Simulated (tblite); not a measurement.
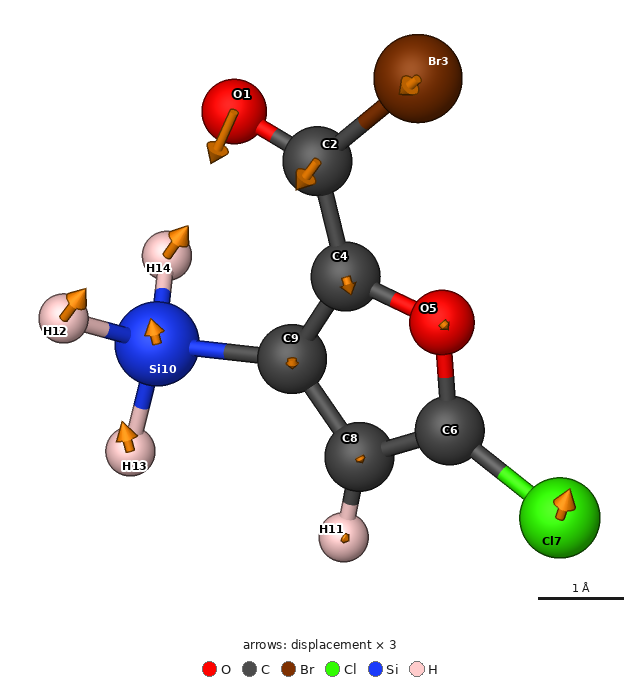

This is a relaxation of C$_{5}$H$_{4}$BrClO$_{2}$Si. The starting structure is drawn; orange arrows show the displacements, magnified 3 times. The two geometries are superimposed by the best rigid fit.

The picture is a ball-and-stick view, seen at a tilt.

The calculation used GFN2-xTB geometry optimisation, gas phase in tblite 0.8.0. 

### Atoms of which element are displaced furthest, and by how much?

Oxygen: up to 0.27 Å, against 0.19 Å for hydrogen.

### Describe the change and its energy.

After 43 geometry steps the energy has fallen by 23.4 kJ/mol. The atom that moves furthest after the best rigid fit is O1 (0.27 Å). By element the largest moves are O 0.27 Å, H 0.19 Å, C 0.17 Å, Cl 0.15 Å, Br 0.13 Å, Si 0.11 Å. Some distances before and after: C2–Br3 1.918 → 1.953 Å, C6–Cl7 1.723 → 1.692 Å, O5–C6 1.361 → 1.334 Å, C9–Si10 1.861 → 1.887 Å. Bond angles that change, for instance: C2–C4–C9 132.8° → 125.5°, C8–C9–Si10 126.0° → 131.6°, O5–C6–Cl7 123.0° → 117.7°. Cost: 0.46 s on 1 thread of Arm Neoverse V1, on a shared host.
